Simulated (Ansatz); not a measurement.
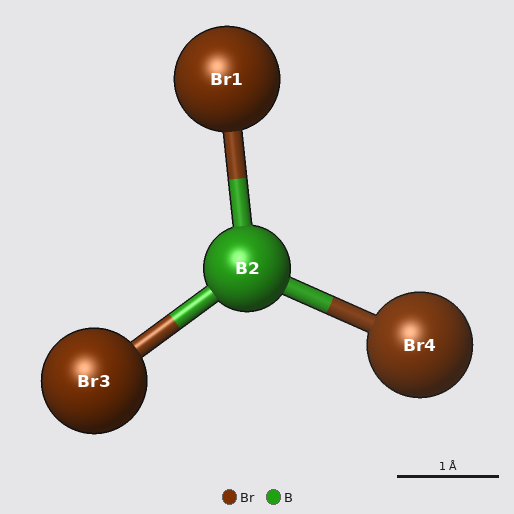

Numbered structure. The geometry was computed by an optimisation with PBE0-D4/def2-TZVP.

List the bonds and their lengths.

```tsv
bond	length (Å)	order
Br1–B2	1.896	single
B2–Br3	1.896	single
B2–Br4	1.896	single
```
